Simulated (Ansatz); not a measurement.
# Cl3HSeSn (SMILES [Cl][Sn]([Cl])([Cl])[SeH]): what the fields show

```yaml
atoms:
  - { symbol: Cl, position_ang: [-1.1554, -1.5020, 1.5153] }
  - { symbol: Cl, position_ang: [2.4477, -1.0490, 0.4825] }
  - { symbol: Cl, position_ang: [-0.3064, -1.2122, -2.0946] }
  - { symbol: Se, position_ang: [0.1147, 2.0838, 0.1857] }
  - { symbol: Sn, position_ang: [0.2594, -0.4107, 0.0192] }
  - { symbol: H, position_ang: [-1.3179, 2.0261, -0.1543] }
```

Geometry: PBE0-D4/def2-SVP; core potentials replace the inner electrons of Sn.

These are results of isolated molecule in a Gaussian basis; Kohn-Sham density functional theory, functional PBE0 in Ansatz, not measurements.

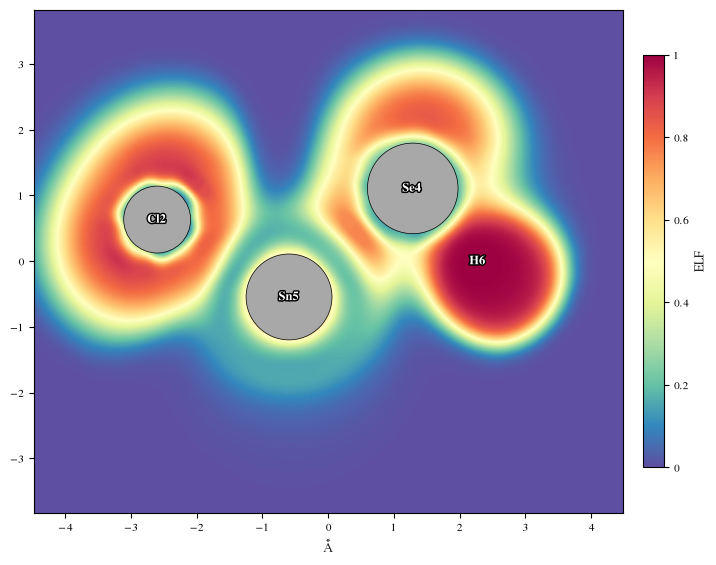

Figure 1. ELF on the plane of atoms Sn5, Se4 and H6. Grey discs cover the atomic cores.

> Describe what can be read from this map.

The section cuts through Cl, Se, Sn and H sites.
Sn–Cl (2.33 Å): the ELF peaks at about 0.80 in the valence shell of Cl, 0.8 Å from its nucleus, and drops to about 0.15 between the two atoms.
Sn–Se (2.50 Å): the ELF peaks at about 0.75 in the valence shell of Se, 1.1 Å from its nucleus, and is about 0.65 at the midpoint.
Se–H (1.47 Å): the ELF climbs to about 1 towards the hydrogen, as it does in any bond to H.
The ELF also peaks beside Cl2 and Se4, away from the bonds: lone-pair regions.

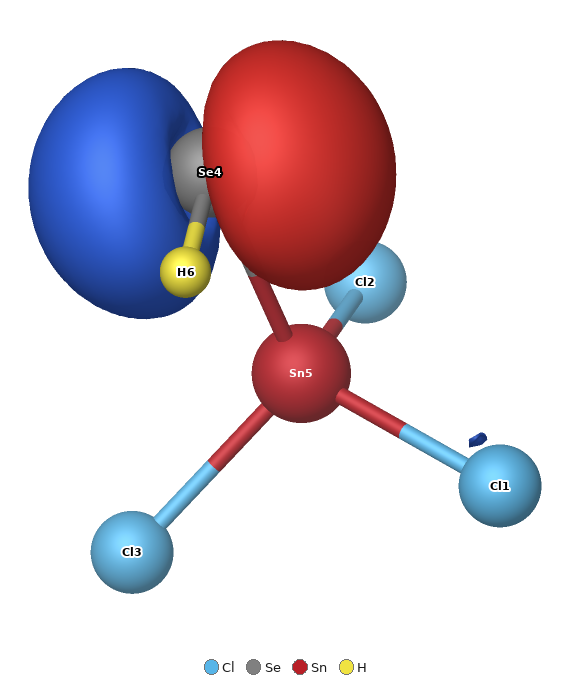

Figure 2. The HOMO at ±0.15 Å⁻³ᐟ² (red and blue are the two phases), seen at an oblique angle.

> Where does this orbital lie, and at what energy?

Its weight (Hirshfeld) is mainly on Se4 (about 85 %); largely a lone pair of Se4. Its energy is −8.12 eV.
